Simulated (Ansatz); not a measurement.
Fields on a plane of Al2Cu (Al2Cu type, space group I4/mcm)

```
CELL_PARAMETERS angstrom
     -3.02979     3.02979     2.43726
      3.02979    -3.02979     2.43726
      3.02979     3.02979    -2.43726
ATOMIC_POSITIONS crystal
  Al 0.65828 0.15828 0.81655
  Al 0.84172 0.65828 0.50000
  Al 0.15828 0.34172 0.50000
  Al 0.34172 0.84172 0.18345
  Cu 0.25000 0.25000 0.00000
  Cu 0.75000 0.75000 0.00000
```

The slice is a (100) plane (indices of the conventional cell) through the point (0.158, 0.342, 0.500) (fractional), spanned by u = [110] and v = [101] in vectors of this cell: u (4.87 Å) and v (6.06 Å, at 90° to u). It covers one period; positions are fractions (u, v).

Atoms on it: Al at (0.00, 0.00); Al at (0.50, 0.68). Other atoms lie within 1 Å of the plane.

Computed with PBE (plane waves to 420 eV, PAW, scalar-relativistic; Ansatz, an electronic-structure program). k mesh 12×12×12. Inside the PAW spheres the values are not all-electron values, and peaks at nuclei hang on which shells count as valence. Al2Cu is run without spin polarisation. Al2Cu was relaxed with its symmetry unable to fall.

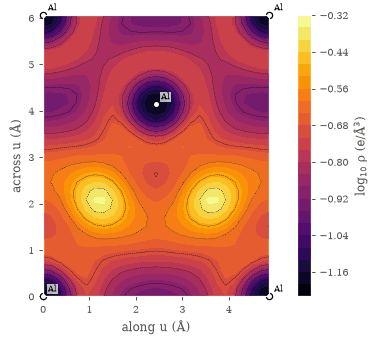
Figure. Log₁₀ of the valence density in e/Å³, one period of the plane, atoms marked. The scale is logarithmic, as a density can span decades between atoms and voids.

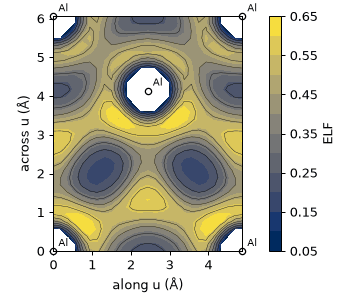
Figure: Electron localisation function (ELF), one period of the plane, atoms marked. Points within 0.5 Å of a nucleus are left white, as the pseudised field means little there.
